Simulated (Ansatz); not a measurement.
# Calculations on CHO$_{2}$

Part 1: Relaxation

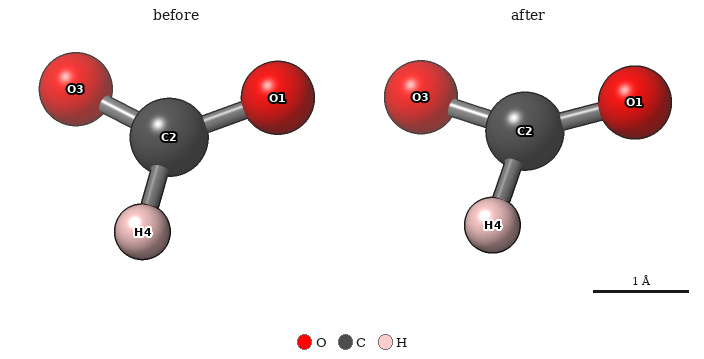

The structure of CHO$_{2}$ (multiplicity 2) before (left) and after (right) a relaxation, at one scale.

A ball-and-stick model, seen at a tilt.

The run prepares an end point of a later path (hydrogen shift) calculation, from a guessed geometry.

Theory: UKS PBE0-D4/cc-pVDZ in Ansatz 0.2.0. Settings: collinear spin; force threshold 0.02 eV/Å; at most 50 steps.

Question: Summarise the run.

Answer: After 12 accepted moves (13 points after the start) the energy has fallen by 0.253 eV. The largest force component goes from 3.5 to 0.011 eV/Å. The line search rejected the trial step at point 8 of the run. O3 moves most after the best rigid fit: 0.12 Å. Largest moves by element: O 0.12 Å, H 0.09 Å, C 0.08 Å. Among the contacts that change: O1–C2 1.218 → 1.201 Å, C2–O3 1.232 → 1.249 Å. Among the angles between lasting bonds that change: O1–C2–O3 128.3° → 143.6°, O3–C2–H4 111.4° → 99.2°, O1–C2–H4 120.3° → 117.2°.

Part 2: Relaxation

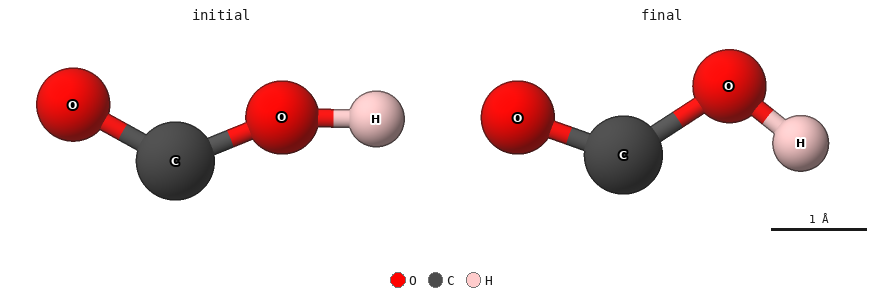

The structure of CHO2 (multiplicity 2) before (left) and after (right) a relaxation, at one scale.

Style: ball-and-stick. Shown at a tilt.

The run prepares an end point of a later path (hydrogen shift) calculation, from a guessed geometry.

These are results of UKS PBE0-D4/cc-pVDZ in Ansatz 0.2.0, not measurements. Set-up: collinear spin; force threshold 0.02 eV/Å; at most 50 steps.

Question: Describe what moved and what it gained.

Answer: The energy falls by 29.9 kcal/mol in 7 geometry steps. Largest force component: 6.8 eV/Å at the start, 0.011 eV/Å at the end. The largest move after the best rigid fit is that of an O atom, 0.34 Å. Largest moves by element: O 0.34 Å, H 0.31 Å, C 0.10 Å. Among the contacts that change: C–O 1.218 → 1.337 Å, C–O 1.232 → 1.182 Å, H–O 0.990 → 0.968 Å. Bond angles that change, for instance: C–O–H 156.6° → 107.4°. The run took 12 s on 1 thread of Arm Neoverse V2, with other jobs on the host, peak memory 0.11 GiB.

Part 3: Path

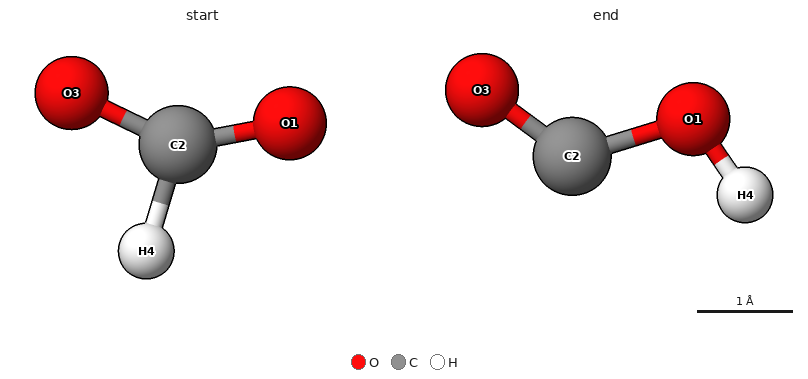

The two relaxed end points of a path for CHO2 (multiplicity 2). Style: ball-and-stick. Shown face on.

Method: UKS PBE0-D4/cc-pVDZ in Ansatz 0.2.0.

Settings: 7 movable images; climbing image; force threshold 0.05 eV/Å; iteration limit 60.

Start:
```xyz
4

O    -1.1602    0.0051    0.5249
C    -0.0508   -0.0696    0.0697
O     1.0109   -0.7254    0.1129
H     0.2557    0.7297   -0.7279
```

End:
```xyz
4

O    -0.6879    0.3010    0.0626
C     0.5288   -0.2390   -0.0614
O     0.9461   -1.1812    0.5167
H    -0.7315    1.0590   -0.5382
```

> Predict the minimum-energy path and its barrier.

The highest point, image 4, lies 23.7 kcal/mol above the start and 35.0 kcal/mol above the end; the end is at −11.3 kcal/mol relative to the start. A hydrogen atom shifts from one atom to another. Breaking: C2–H4 (1.17 → 1.32 at the top → 1.87 Å). Forming: O1–H4 (2.02 → 1.23 at the top → 0.97 Å). The band converged in 20 iterations, with a climbing image at the top. At the top, the vibrational analysis gives one imaginary mode (1852i cm⁻¹), as a transition state must have.

Energies of the converged images:

```csv
image,path (Å),E (kcal/mol)
0,0.00,0.0
1,0.22,0.0
2,0.43,3.3
3,0.65,14.4
4,0.87,23.7
5,1.05,15.1
6,1.23,1.2
7,1.41,-8.1
8,1.59,-11.3
```

The geometry at the top of the path:

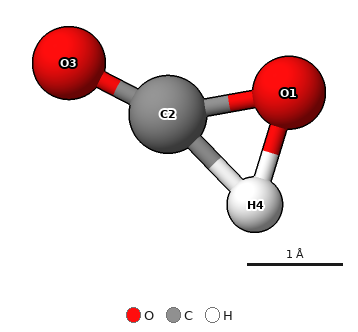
